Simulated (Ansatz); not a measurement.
Ge2Sb2S

Input

```
crystal:
  lattice:
    - [3.248142359, -5.9622465369, 0.0]
    - [3.248142359, 5.9622465369, 0.0]
    - [0.0, 0.0, 3.1907006982]
  atoms:
    - { symbol: Ge, position: [0.7861934965, 0.7861934965, 0.0] }
    - { symbol: Ge, position: [0.2138065035, 0.2138065035, 0.0] }
    - { symbol: Sb, position: [0.0, 0.5, 0.0] }
    - { symbol: Sb, position: [0.5, 0.0, 0.0] }
    - { symbol: S, position: [0.5, 0.5, 0.5] }
basis:
  ecutwfc: 420
kpoints:
  mp_grid: { grid: [8, 8, 12] }
hamiltonian:
  xc: pbe
scf:
  occupations: { method: gaussian, width: 0.1 }
output:
  forces: true
  stress: true
  eigenvalues: true
  write_density: true
  write_potential: true
  elf: true
  volumetric_format: npy
relax:
  adjacent_minimum: "off"
  f_tol: 0.01
  max_steps: 80
  cell: { stress_tol: 0.05 }
```

Launched as:

```sh
ansatz run input.yaml --threads 1 --pin off --max-ram 2560MiB --backend cpu --events-out ev --progress --plain --runs-dir out
```

Below, planes, directions and counts refer to the conventional cell (a = 6.42 Å, b = 11.77 Å, c = 3.24 Å, α = 90.00°, β = 90.00°, γ = 90.00°).

The fields are those of the run's last geometry, not of the input's.

Space group Cmmm; a structure generated by program, which may or may not match a known phase.

These are results of DFT PBE, scalar-relativistic, plane waves, PAW in Ansatz, not measurements.

Q: What can the converged valence pseudo-density and electron localisation function tell about the bonding?

A: Ge–S (2.46 Å): ρ at the midpoint is about 0.45 e/Å³; the ELF peaks at about 0.85 in the valence shell of S, 0.8 Å from its nucleus, and is about 0.55 at the midpoint.

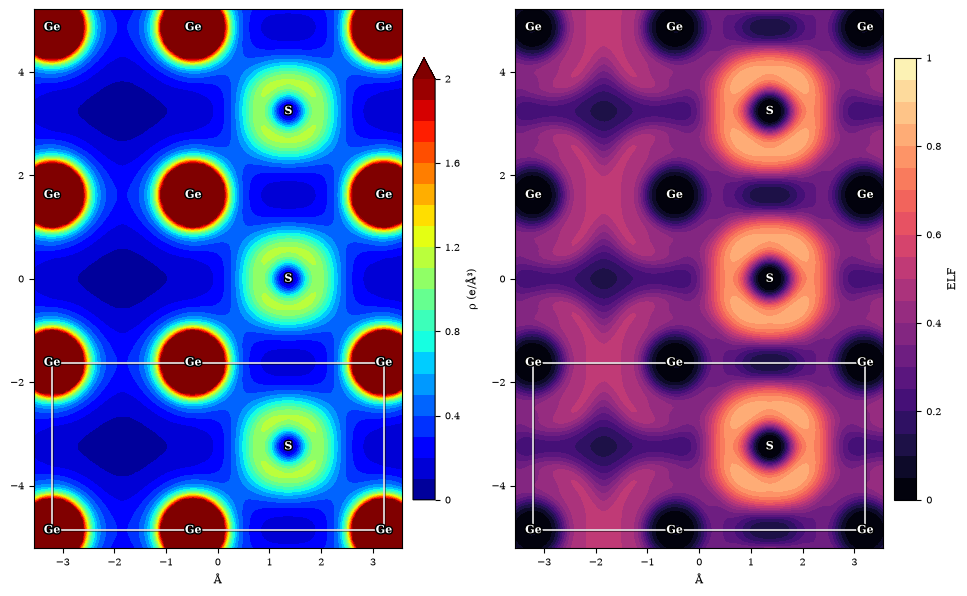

Computed valence pseudo-density and electron localisation function on the (010) plane of the conventional cell, in this order. 

The density is the valence pseudo-density of a PAW calculation; it isn't the true density close to the nuclei.
